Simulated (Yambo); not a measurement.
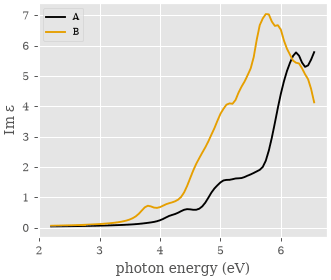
Two computed absorption spectra of BaO (NiAs type, space group P6_3/mmc, No. 194) under isotropic strain of -3 % on all lattice vectors (Yambo, PBEsol bands with the same scissor, field along x)

Axes are Cartesian, with cell vectors (Å) (3.63, 0.00, 0.00), (-1.82, 3.14, 0.00), (0.00, 0.00, 6.34).

Which curve includes the electron-hole attraction (BSE)?

Curve B: the attraction moves weight to lower energy (centre of the plotted range 5.5 eV against 5.8 eV). Settings: 9×9×4 mesh, 6 valence and 3 conduction bands, static screening with 46 bands and a 4 Ry block, scissor 1.07 eV, Tamm-Dancoff. The scissor comes from a G0W0 run whose convergence isn't established. Broadening 0.15 eV. The band window holds all transitions up to 6.6 eV. On this mesh the peak heights and the fine structure are mesh artefacts; only the shift of weight is robust.

Geometry strained from the cell relaxed with PBEsol, atoms relaxed again; primitive cell a = 3.631 Å, b = 3.631 Å, c = 6.337 Å, α = 90.00°, β = 90.00°, γ = 120.00°.

This is not the ordinary phase of the substance; no match was found in the copy of COD used, and its stability was not checked.
